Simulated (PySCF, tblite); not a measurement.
# C7H7BO: geometry, infrared bands and NMR shifts

Aim: predict the infrared bands and NMR shifts of C7H7BO (`C#C/C=C\OBC#CC`).

The runs use tblite 0.8.0 and PySCF 2.14.0, with density-fitted response routines of our own; the level of theory stands in each step. All values are computed, except where a source is named. Atoms are numbered from 0 throughout.

## Step 1: The starting structure

16 atoms, charge 0, multiplicity 1; geometry from: force field or distance geometry start.

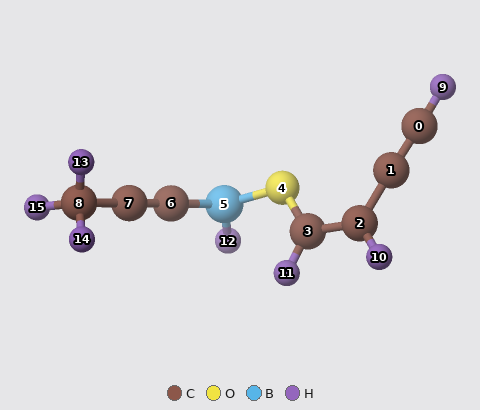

As it starts; carbon brown, oxygen yellow, boron blue, hydrogen purple, atoms numbered.

## Step 2: Geometry optimisation with GFN2-xTB

Job settings and geometry (Å):

```
{"job": {"kind": "relax", "xc": "GFN2-xTB", "basis": "xTB"}, "charge": 0, "multiplicity": 1}
C      4.294800     1.056100     0.269800
C      3.463000     0.217400    -0.003400
C      2.513300    -0.800800    -0.327300
C      1.287100    -0.493300    -0.747400
O      0.887900     0.828700    -0.851900
B     -0.518300     1.007700    -1.366500
C     -1.674600     0.745200    -0.369900
C     -2.580200     0.533700     0.408400
C     -3.671300     0.276400     1.352500
H      4.998600     1.797700     0.524800
H      2.820600    -1.828700    -0.235500
H      0.627100    -1.334900    -0.968500
H     -0.639100     0.691900    -2.505600
H     -3.409300     0.771500     2.306200
H     -3.748600    -0.801900     1.553300
H     -4.658600     0.609700     0.949800
```

Command:

```bash
> OMP_NUM_THREADS=1 python probes_run.py task.json out
```

This one command runs all jobs of the session in turn.

Output:

```text
step      E/eV     max force
  0    -644.77075    2.742
  1    -644.97260    1.962
  2    -645.01692    3.999
  3    -645.22370    1.096
  4    -645.23776    1.889
  5    -645.27905    0.560
  6    -645.29217    0.375
  7    -645.30217    0.391
  8    -645.31649    0.310
  9    -645.32599    0.365
 10    -645.33681    0.363
 11    -645.35005    0.328
 12    -645.36582    0.302
 13    -645.38155    0.282
 14    -645.39472    0.279
 15    -645.40790    0.316
 16    -645.42580    0.335
 17    -645.44306    0.282
 18    -645.45581    0.314
 19    -645.46700    0.356
 20    -645.47845    0.341
 21    -645.49250    0.362
 22    -645.50899    0.503
 23    -645.52498    0.583
 24    -645.54142    0.518
 25    -645.55987    0.607
 26    -645.59592    0.588
 27    -645.66056    0.752
 28    -645.69331    0.612
 29    -645.72200    0.551
 30    -645.75657    0.516
 31    -645.77450    0.643
 32    -645.79223    0.389
 33    -645.80682    0.321
 34    -645.81914    0.286
 35    -645.83142    0.308
 36    -645.84233    0.286
 37    -645.85460    0.409
 38    -645.86552    0.332
 39    -645.87516    0.260
 40    -645.88172    0.223
 41    -645.88649    0.181
 42    -645.88928    0.122
 43    -645.89169    0.125
 44    -645.89443    0.180
 45    -645.89750    0.183
 46    -645.90035    0.123
 47    -645.90275    0.119
 48    -645.90506    0.186
 49    -645.90766    0.224
 50    -645.91054    0.191
 51    -645.91340    0.140
 52    -645.91616    0.143
 53    -645.91899    0.176
 54    -645.92220    0.204
 55    -645.92594    0.178
 56    -645.92991    0.140
 57    -645.93335    0.134
 58    -645.93617    0.129
 59    -645.93899    0.128
 60    -645.94188    0.140
 61    -645.94421    0.123
 62    -645.94582    0.107
 63    -645.94707    0.106
 64    -645.94825    0.086
 65    -645.94953    0.095
 66    -645.95076    0.099
 67    -645.95160    0.063
 68    -645.95227    0.076
 69    -645.95295    0.074
 70    -645.95377    0.082
 71    -645.95470    0.093
 72    -645.95584    0.089
 73    -645.95717    0.091
 74    -645.95852    0.079
 75    -645.95963    0.073
 76    -645.96033    0.053
 77    -645.96069    0.038
 78    -645.96093    0.044
 79    -645.96116    0.051
 80    -645.96138    0.032
 81    -645.96160    0.042
 82    -645.96187    0.040
 83    -645.96225    0.049
 84    -645.96281    0.070
 85    -645.96362    0.099
 86    -645.96458    0.110
 87    -645.96554    0.070
 88    -645.96646    0.067
 89    -645.96733    0.074
 90    -645.96834    0.120
 91    -645.96967    0.140
 92    -645.97133    0.143
 93    -645.97303    0.151
 94    -645.97476    0.132
 95    -645.97628    0.135
 96    -645.97763    0.179
 97    -645.97849    0.064
 98    -645.97893    0.139
 99    -645.97917    0.050
100    -645.97948    0.097
101    -645.97978    0.062
102    -645.98014    0.061
103    -645.98032    0.032
104    -645.98043    0.047
105    -645.98051    0.035
106    -645.98061    0.040
107    -645.98069    0.032
108    -645.98080    0.040
109    -645.98099    0.047
110    -645.98128    0.107
111    -645.98173    0.125
112    -645.98233    0.140
113    -645.98299    0.070
114    -645.98343    0.039
115    -645.98369    0.034
116    -645.98385    0.031
117    -645.98399    0.038
118    -645.98416    0.041
119    -645.98435    0.041
120    -645.98455    0.036
121    -645.98477    0.042
122    -645.98505    0.047
123    -645.98548    0.049
124    -645.98620    0.088
125    -645.98741    0.128
126    -645.98887    0.166
127    -645.99041    0.164
128    -645.99197    0.148
129    -645.99384    0.137
130    -645.99557    0.227
131    -645.99913    0.427
132    -646.00404    0.459
133    -646.00779    0.497
134    -646.00946    0.575
135    -646.01253    0.195
136    -646.01347    0.268
137    -646.01484    0.129
138    -646.01584    0.092
139    -646.01714    0.182
140    -646.01848    0.137
141    -646.01990    0.148
142    -646.02072    0.198
143    -646.02245    0.201
144    -646.02302    0.058
145    -646.02361    0.102
146    -646.02386    0.137
147    -646.02450    0.079
148    -646.02498    0.130
149    -646.02579    0.099
150    -646.02645    0.145
151    -646.02716    0.129
152    -646.02784    0.080
153    -646.02842    0.080
154    -646.02871    0.112
155    -646.02895    0.068
156    -646.02912    0.051
157    -646.02924    0.037
158    -646.02933    0.038
159    -646.02944    0.022
160    -646.02952    0.074
161    -646.02959    0.030
162    -646.02963    0.018
163    -646.02966    0.021
164    -646.02968    0.021
165    -646.02969    0.018
166    -646.02970    0.015
167    -646.02970    0.006
```

Run time: 1.1 s. Hardware: 1 thread of Arm Neoverse V1, shared host.

Step by step: (not every step is listed)

| step | energy from step 0 (eV) | largest force (eV/Å) |
| --- | --- | --- |
| 0 | 0.0000 | 2.7418 |
| 1 | -0.2019 | 1.9618 |
| 2 | -0.2462 | 3.9994 |
| 3 | -0.4529 | 1.0963 |
| 4 | -0.4670 | 1.8886 |
| 5 | -0.5083 | 0.5602 |
| 6 | -0.5214 | 0.3749 |
| 7 | -0.5314 | 0.3908 |
| 8 | -0.5457 | 0.3096 |
| 23 | -0.7542 | 0.5825 |
| 38 | -1.0948 | 0.3316 |
| 53 | -1.1482 | 0.1760 |
| 68 | -1.1815 | 0.0758 |
| 83 | -1.1915 | 0.0489 |
| 98 | -1.2082 | 0.1386 |
| 113 | -1.2122 | 0.0703 |
| 128 | -1.2212 | 0.1480 |
| 143 | -1.2517 | 0.2014 |
| 158 | -1.2586 | 0.0381 |
| 162 | -1.2589 | 0.0175 |
| 163 | -1.2589 | 0.0208 |
| 164 | -1.2589 | 0.0208 |
| 165 | -1.2589 | 0.0181 |
| 166 | -1.2590 | 0.0150 |
| 167 | -1.2590 | 0.0065 |

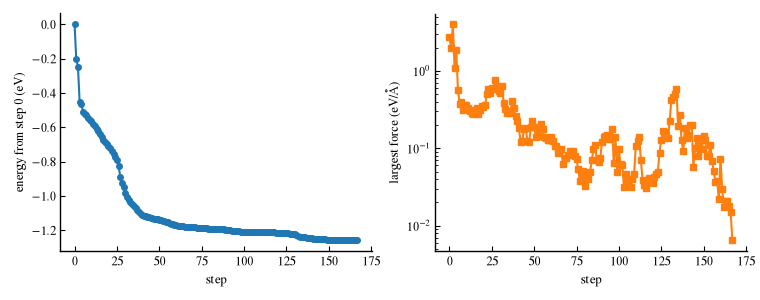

Energy and force, step by step.

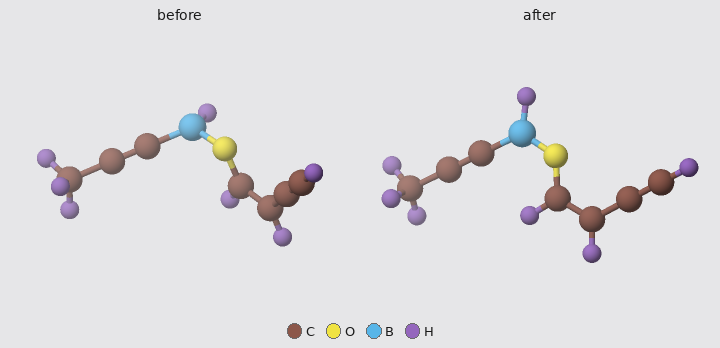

Before and after, at one scale.

Close pairs (by a distance rule), those that changed most:

| bond | before (Å) | after (Å) | change (Å) |
| --- | --- | --- | --- |
| O4–B5 | 1.508 | 1.344 | -0.164 |
| C3–O4 | 1.385 | 1.348 | -0.037 |
| B5–C6 | 1.549 | 1.519 | -0.030 |
| C8–H15 | 1.117 | 1.090 | -0.027 |
| C1–C2 | 1.430 | 1.407 | -0.022 |
| C7–C8 | 1.466 | 1.445 | -0.020 |
| C8–H13 | 1.106 | 1.090 | -0.016 |
| B5–H12 | 1.188 | 1.174 | -0.014 |

The end geometry stands in the next job.

## Step 3: Infrared spectrum with GFN2-xTB

Job settings and geometry (Å):

```
{"job": {"kind": "ir", "xc": "GFN2-xTB", "basis": "xTB"}, "charge": 0, "multiplicity": 1}
C      4.525538     0.513855    -0.876367
C      3.561528     0.025810    -0.351176
C      2.440634    -0.553503     0.272542
C      1.186159    -0.122142     0.099830
O      0.883251     0.920184    -0.699575
B     -0.355795     1.394526    -0.912578
C     -1.599915     0.808308    -0.268097
C     -2.582402     0.334092     0.248670
C     -3.769259    -0.218592     0.860648
H      5.365016     0.941051    -1.337493
H      2.629458    -1.393799     0.925159
H      0.353297    -0.604133     0.605618
H     -0.420649     2.311084    -1.643396
H     -3.850201     0.133695     1.889257
H     -3.717705    -1.307601     0.865424
H     -4.656555     0.093592     0.310124
```

Output:

```text
mode    cm-1     km/mol
  1     -16.6      0.06
  2      26.2      0.00
  3      54.4      0.30
  4      97.7      0.02
  5     137.8      0.17
  6     209.7      3.94
  7     230.6      0.26
  8     290.5      0.46
  9     307.2      4.16
 10     333.1      0.27
 11     361.1      0.54
 12     495.8     18.99
 13     508.2      1.47
 14     624.4     19.85
 15     641.1      7.78
 16     733.0     85.06
 17     734.4      5.22
 18     757.4     35.83
 19     799.0     11.56
 20     880.2      0.04
 21     922.8      3.79
 22    1010.8      7.09
 23    1019.3     20.32
 24    1026.5      2.41
 25    1085.7     60.76
 26    1153.9     74.12
 27    1238.0     26.12
 28    1298.0    655.40
 29    1336.0     66.62
 30    1384.9      1.56
 31    1450.2      6.54
 32    1453.0      6.29
 33    1643.5     52.96
 34    2251.2      1.04
 35    2322.6    265.89
 36    2610.2    158.60
 37    2997.7     28.16
 38    2998.3     23.74
 39    3000.6     21.52
 40    3008.0     31.77
 41    3070.7     25.31
 42    3398.5      4.67
```

Run time: 0.49 s. Hardware: 1 thread of Arm Neoverse V1, shared host.

Which atoms move in the most intense modes:

| cm⁻¹ | km/mol | atoms |
| --- | --- | --- |
| 733 | 85.1 | H12 57 %, B5 34 % |
| 1086 | 60.8 | H12 24 %, H10 16 %, C6 11 % |
| 1154 | 74.1 | H10 24 %, O4 21 %, C6 13 %, B5 11 % |
| 1298 | 655.4 | B5 51 %, O4 27 % |
| 1336 | 66.6 | H11 49 %, C2 18 %, H10 15 %, C3 14 % |
| 1644 | 53.0 | C3 49 %, C2 47 % |
| 2323 | 265.9 | C7 52 %, C6 46 % |
| 2610 | 158.6 | H12 92 % |

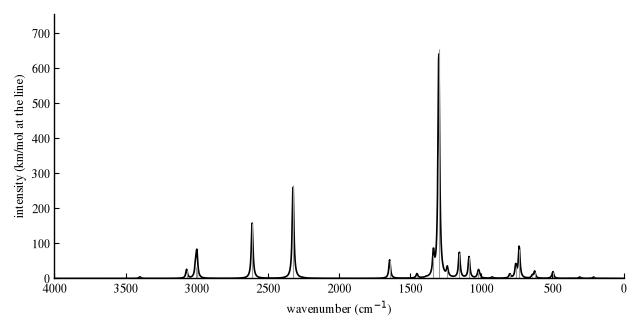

The infrared spectrum from these modes, unscaled. Lines are broadened to a width of 14 cm⁻¹ (Lorentzian).

## Step 4: Nuclear shieldings: PBE0/pcSseg-1

Settings changed since step 3:

```diff
@@ -1,2 +1,2 @@
-{"job": {"kind": "ir", "xc": "GFN2-xTB", "basis": "xTB"}, "charge": 0, "multiplicity": 1}
+{"job": {"kind": "nmr", "xc": "PBE0", "basis": "pcSseg-1"}, "charge": 0, "multiplicity": 1}
 C      4.525538     0.513855    -0.876367
```

Level: GIAO PBE0/pcSseg-1 NMR shielding, non-relativistic, gas phase.

Output:

```text
coarse grid: 14120 points
cycle   1  E = -370.2791488099  dE =  1.401e+00  |g| = 6.403e-01  |ddm| = 4.098e+00
cycle   2  E = -370.2189983703  dE =  6.015e-02  |g| = 8.547e-01  |ddm| = 1.316e+00
cycle   3  E = -370.3638716993  dE = -1.449e-01  |g| = 1.682e-01  |ddm| = 7.422e-01
cycle   4  E = -370.3692841140  dE = -5.412e-03  |g| = 6.857e-02  |ddm| = 1.703e-01
cycle   5  E = -370.3703377080  dE = -1.054e-03  |g| = 2.862e-02  |ddm| = 6.998e-02
cycle   6  E = -370.3705348001  dE = -1.971e-04  |g| = 4.416e-03  |ddm| = 2.572e-02
cycle   7  E = -370.3705386768  dE = -3.877e-06  |g| = 1.868e-03  |ddm| = 5.394e-03
final grid: 138480 points
cycle   8  E = -370.4357413299  dE = -3.149e-05  |g| = 1.098e-02  |ddm| = 5.331e-02
cycle   9  E = -370.4357025591  dE =  3.877e-05  |g| = 1.786e-02  |ddm| = 2.090e-02
cycle  10  E = -370.4357652391  dE = -6.268e-05  |g| = 2.334e-03  |ddm| = 1.322e-02
cycle  11  E = -370.4357664923  dE = -1.253e-06  |g| = 6.714e-04  |ddm| = 2.119e-03
cycle  12  E = -370.4357665933  dE = -1.010e-07  |g| = 1.627e-04  |ddm| = 5.446e-04
cycle  13  E = -370.4357665988  dE = -5.516e-09  |g| = 5.981e-05  |ddm| = 1.493e-04
cycle  14  E = -370.4357665996  dE = -8.484e-10  |g| = 1.896e-05  |ddm| = 5.913e-05
converged SCF energy = -370.4357665996

GIAO shielding tensors (ppm)
atom      isotropic    diamagn.    paramagn.     s11        s22        s33       span
  0 C       92.030     258.075    -166.045     31.714     48.037    196.338    164.624
  1 C      105.113     251.938    -146.824      3.144     12.724    299.472    296.328
  2 C       86.553     260.324    -173.770     -6.600    110.163    156.097    162.697
  3 C       24.966     259.562    -234.596    -88.408     56.366    106.940    195.348
  4 O       76.783     391.906    -315.123    -96.926    -27.764    355.040    451.967
  5 B       67.281     197.805    -130.523     34.936     63.900    103.008     68.072
  6 C       97.601     258.877    -161.276      9.187     12.095    271.522    262.336
  7 C       65.516     275.170    -209.654    -17.727     -4.987    219.262    236.989
  8 C      180.650     251.720     -71.069    172.512    173.750    195.689     23.177
  9 H       28.720      33.787      -5.066     24.872     25.313     35.975     11.103
 10 H       26.563      29.333      -2.770     23.148     27.538     29.004      5.856
 11 H       24.012      36.016     -12.004     20.810     21.430     29.798      8.988
 12 H       26.946      30.177      -3.230     24.080     26.949     29.810      5.730
 13 H       29.522      28.227       1.295     24.917     27.711     35.938     11.021
 14 H       29.577      30.759      -1.182     24.678     28.055     35.999     11.320
 15 H       29.449      24.651       4.798     24.497     27.642     36.209     11.712
```

Run time: 34 s. Hardware: 1 thread of Arm Neoverse V1, shared host; peak memory 0.83 GiB.

Shifts follow as δ = σ(reference) − σ, with reference shieldings (ppm) from runs at the same level and on the same kind of geometry: ¹H TMS 31.72, ¹³C TMS 186.9, ¹⁷O H2O 336.1, ¹¹B BF3·OEt2 100.1. The references are single molecules in the gas phase, so shifts against H2O, NH3, PH3, H3PO4 or CFCl3 are not on the usual liquid scales and can be off by tens of ppm. Atoms listed in one row are averaged.

| atoms | environment | σ (ppm) | δ (ppm) | δ scaled to CDCl3 |
| --- | --- | --- | --- | --- |
| C3 | alkene carbon bearing oxygen | 25.0 | 162.0 | 156.2 |
| C7 | alkyne carbon | 65.5 | 121.4 | 116.6 |
| C2 | β carbon of an enol-ether or enamine type C=C | 86.6 | 100.4 | 96.0 |
| C0 | terminal alkyne carbon | 92.0 | 94.9 | 90.7 |
| C6 | alkyne carbon | 97.6 | 89.3 | 85.3 |
| C1 | alkyne carbon | 105.1 | 81.8 | 77.9 |
| C8 | propargylic methyl carbon | 180.7 | 6.3 | 4.2 |
| H11 | hydrogen on an alkene carbon bearing oxygen | 24.01 | 7.70 | 7.37 |
| H10 | hydrogen on a β carbon of an enol-ether or enamine type C=C | 26.56 | 5.15 | 4.96 |
| H12 | hydrogen on a boron bonded to C, O | 26.95 | 4.77 | – |
| H9 | hydrogen on a terminal alkyne carbon | 28.72 | 3.00 | 2.93 |
| H13, H14, H15 | hydrogen on a propargylic methyl carbon | 29.52 | 2.20 | 2.18 |
| O4 | oxygen bonded to C, B | 76.8 | 259.3 | – |
| B5 | boron bonded to C, O, H | 67.3 | 32.8 | – |

The scaled column applies a straight-line fit of computed shieldings to shifts measured in CDCl3 (root-mean-square error 0.16 ppm for H, 1.9 ppm for C).

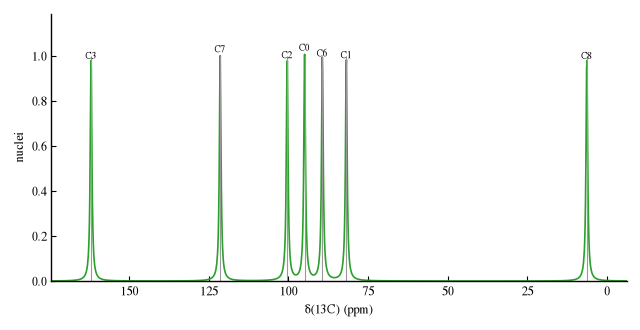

¹³C lines at the computed shifts, without couplings. Lines are broadened to a width of 0.62 ppm (Lorentzian).

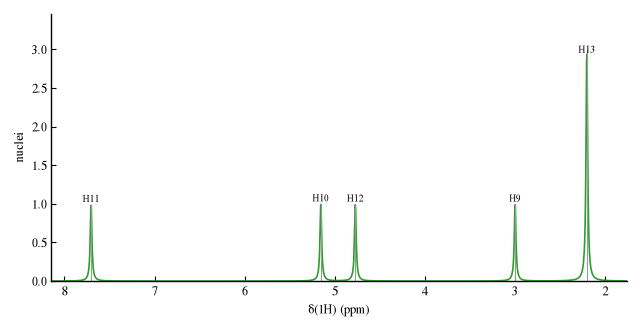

¹H lines at the computed shifts, without couplings. Lines are broadened to a width of 0.02 ppm (Lorentzian).

Charges from the same density, by scheme (e):

| atoms | Mulliken | IAO | Hirshfeld | ESP fit |
| --- | --- | --- | --- | --- |
| C0 | -0.32 | -0.23 | -0.11 | -0.62 |
| C1 | 0.30 | -0.02 | -0.05 | 0.39 |
| C2 | -0.29 | -0.21 | -0.06 | -0.62 |
| C3 | 0.21 | 0.08 | 0.05 | 0.41 |
| O4 | -0.42 | -0.30 | -0.12 | -0.49 |
| B5 | 0.40 | 0.24 | 0.19 | 0.84 |
| C6 | -0.30 | -0.22 | -0.15 | -0.78 |
| C7 | -0.18 | 0.02 | -0.01 | 0.41 |
| C8 | -0.16 | -0.44 | -0.09 | -0.56 |

Mulliken charges:

C0 -0.32; C1 0.30; C2 -0.29; C3 0.21; O4 -0.42; B5 0.40; C6 -0.30; C7 -0.18; C8 -0.16; H9 0.05; H10 0.14; H11 0.11; H12 -0.02; H13 0.16; H14 0.16; H15 0.16

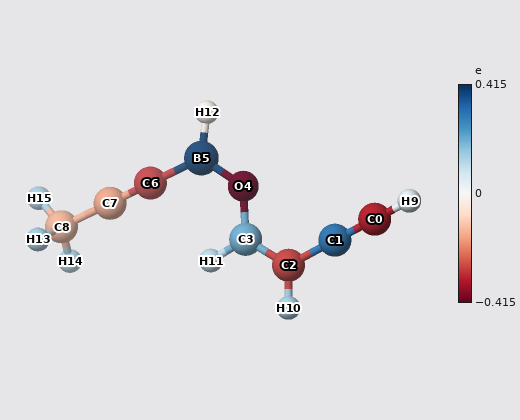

Mulliken charges, as colours on the atoms.

Mayer bond orders: C0–C1 2.41, C1–C2 1.12, C2–C3 1.80, C3–O4 0.97, O4–B5 1.18, B5–C6 1.08, C6–C7 2.53, C7–C8 1.18.

The fields below are evaluated on a grid from the run's orbitals.

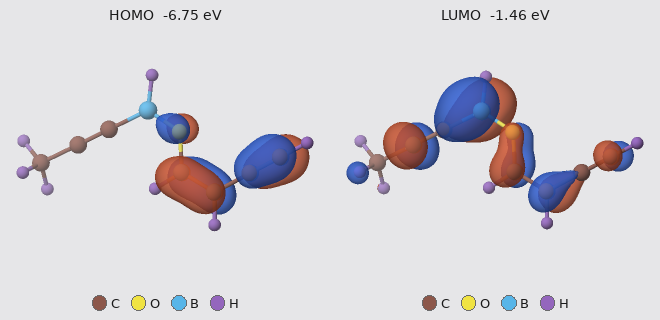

PBE0/pcSseg-1 orbitals near the gap, drawn at the value that encloses 70 % of each; the two colours are the two signs.

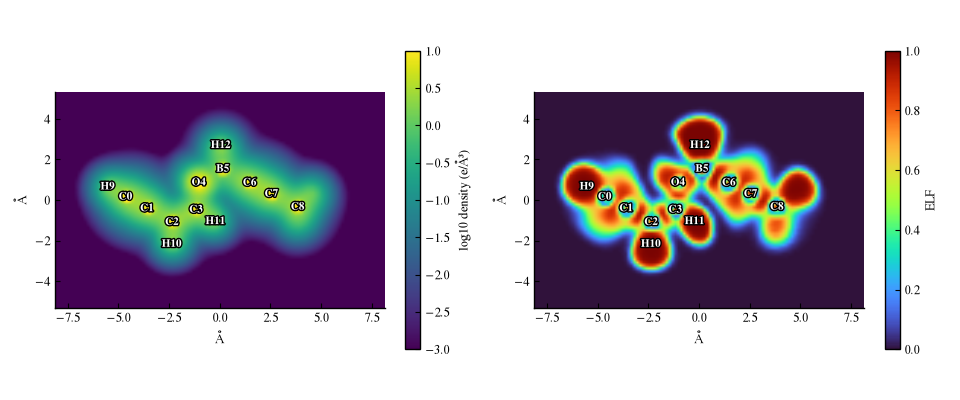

Density (left) and ELF (right) in a plane through or near 13 of the atoms.

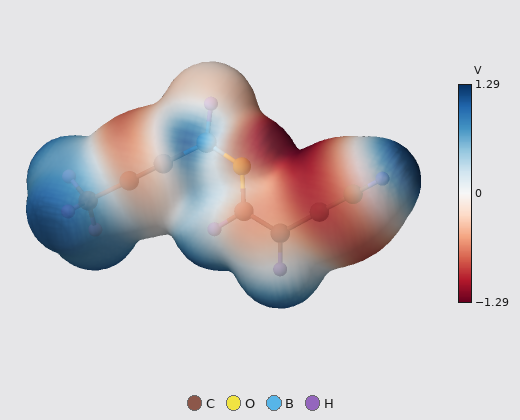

Electrostatic potential on the surface of density 0.002 e/bohr³; red is low, blue high. It runs from -1.29 V near O4 to 1.19 V near H9.

## Step 5: Outcome

| quantity | value |
| --- | --- |
| strongest single infrared mode (GFN2-xTB) | 1298 cm⁻¹, 655 km/mol |
| zero-point energy (GFN2-xTB) | 71.3 kcal/mol |
| ¹³C shifts against TMS (PBE0/pcSseg-1) | 162.0, 121.4, 100.4, 94.9, 89.3, 81.8, 6.3 ppm |
| ¹H shifts against TMS (PBE0/pcSseg-1, means over atoms taken as alike) | 7.70, 5.15, 4.77, 3.00, 2.20 ppm |
| ¹⁷O shifts against H2O (PBE0/pcSseg-1) | 259.3 ppm |
| ¹¹B shifts against BF3·OEt2 (PBE0/pcSseg-1) | 32.8 ppm |
| surface potential, least and greatest | -1.29 V and 1.19 V |

The optimisation took 167 steps and gained 1.259 eV; among the close pairs (by a distance rule), O4–B5 changed most, from 1.508 to 1.344 Å. The lowest mode is slightly imaginary (17i cm⁻¹), a soft motion within the noise of the Hessian, so the minimum is not strictly shown. The strongest single mode, at 1298 cm⁻¹, moves mainly B5 and O4. Unscaled tight-binding wavenumbers are off by several per cent, some by more. Its intensities can rank the bands wrongly. C3 (alkene carbon bearing oxygen) lies farthest downfield among carbon, at 162.0 ppm; an sp2 carbon further deshielded by the attached heteroatom. The most deshielded hydrogen is H11 (hydrogen on an alkene carbon bearing oxygen), at 7.70 ppm: olefinic region. At PBE0/pcSseg-1: The widest tensor belongs to O4: span 452 ppm, with a paramagnetic part of -315 ppm. At PBE0/pcSseg-1, counted by nearest atom on the grid, the HOMO lies on C0 26 %; C2, C3 about 20 % each, the LUMO on B5 33 %; C7 17 %.
